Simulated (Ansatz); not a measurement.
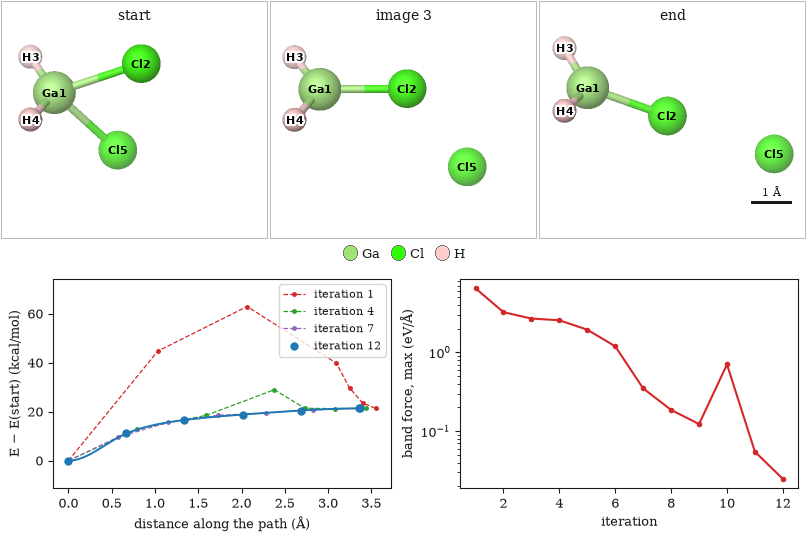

A nudged-elastic-band calculation for GaH2Cl2 (multiplicity 2). Images are numbered from 0 (start) to 6 (end). The plot follows the band through its iterations. The picture is a ball-and-stick view, seen from a free direction.

Level of theory: Ansatz 0.2.0, UKS PBE0/def2-SVP. Settings: 5 movable images; climbing image; force threshold 0.03 eV/Å; iteration limit 60; starting path through a guess of the saddle point.

### How did the profile develop, and is the result final?

The run is converged, with reservations. The band converged in 12 iterations. The largest component of the band force went from 6.5 to 0.025 eV/Å. The first iteration put the highest image at 63.0 kcal/mol. No barrier shows: the energy is highest at the end, and the end lies 21.4 kcal/mol above the start.

Cost: 3.3 min on 2 threads of Arm Neoverse V1 (shared host), peak memory 0.26 GiB.
